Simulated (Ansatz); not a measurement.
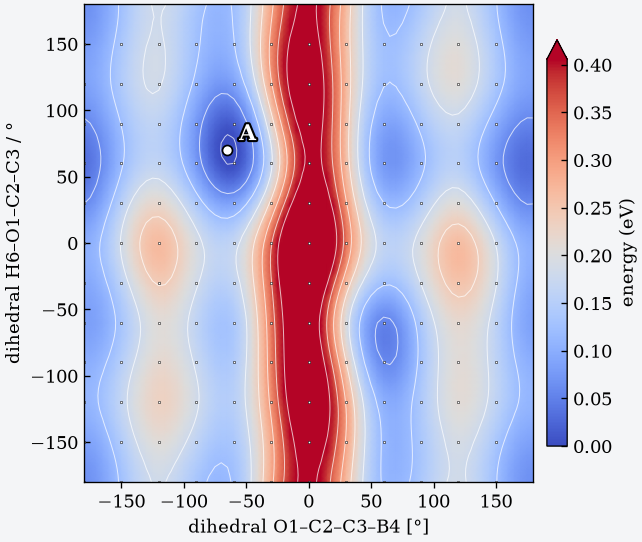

C₂H₆BFO, SMILES OCCBF. 
- First axis: dihedral O1–C2–C3–B4. Second axis: dihedral H6–O1–C2–C3.
- Nothing is relaxed (all other coordinates rigid).
- Grid: 12 × 12 points.
- Energies are in eV, from the lowest grid point.
- The calculation used RKS PBE-D4/def2-TZVP (Ansatz 0.2.0).

Drawn: a smooth colour map with a few white contour lines, dots at the grid points, one colour for all values above the top of the scale, the point A. Between grid points the surface is interpolated.

What is the easiest way out of the well at A, and how high is the barrier?

The easiest path leads from the well at about dihedral O1–C2–C3–B4 = −65°, dihedral H6–O1–C2–C3 = 70° to the well at dihedral O1–C2–C3–B4 = −180°, dihedral H6–O1–C2–C3 = 60°, about 0.038 eV higher. Its highest point lies about 0.17 eV above the bottom of the first well on the interpolated surface, at about dihedral O1–C2–C3–B4 = −125°, dihedral H6–O1–C2–C3 = 75°. Seen from the upper well the barrier is about 0.13 eV. The start is the relaxed structure and all else is held, so a fully relaxed path at this level can only be lower.

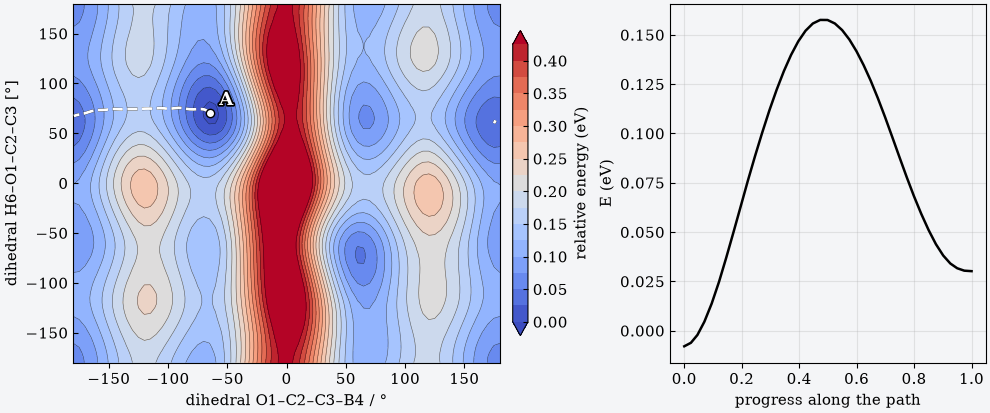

The picture shows filled contours, a line along the lowest path, one colour for all values above the top of the scale, the energy along the path at the right. Between grid points the surface is interpolated.
